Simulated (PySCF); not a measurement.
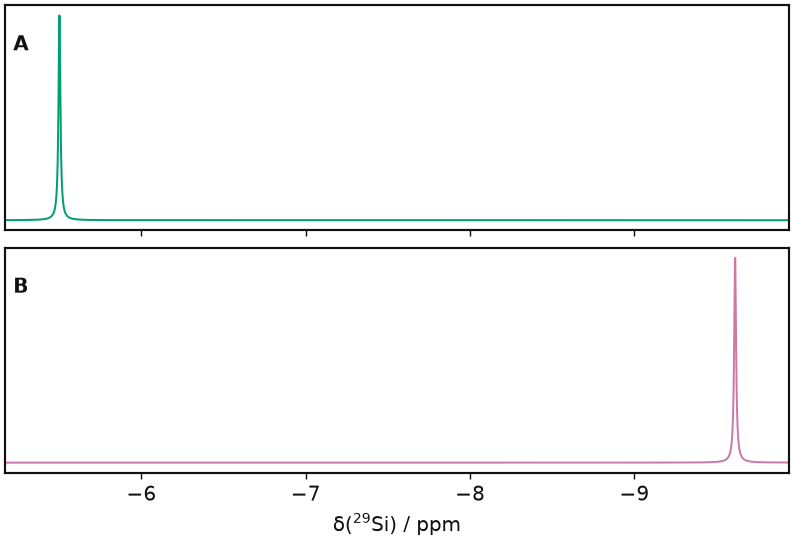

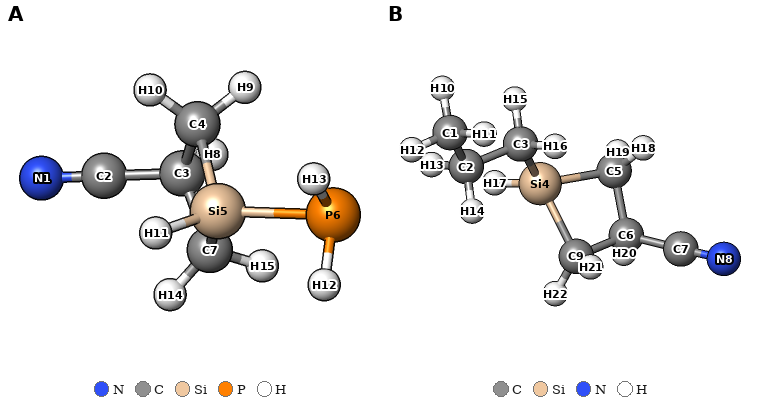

Related molecules: A is C₄H₈NPSi, SMILES N#C[C@H]1C[Si@H](P)C1; B is C₇H₁₃NSi, SMILES CCC[Si@H]1C[C@@H](C#N)C1. GIAO ²⁹Si shifts against TMS, PBE0/pcSseg-1, PySCF, at a GFN2-xTB geometry (no frequency check); fully decoupled, line heights follow the number of nuclei within a panel, widths are arbitrary (no quadrupolar broadening); values of one conformer, averaged over nuclei that symmetry, rotation about single bonds or inversion at nitrogen exchange, these motions taken as fast; other conformers aren't averaged in.

How does the ²⁹Si shift respond?

From A (−5.5 ppm) to B (−9.6 ppm) the nucleus is shielded by 4.1 ppm.

Limits of at least one run: the tight-binding geometry is rougher than a DFT one and adds to the error.
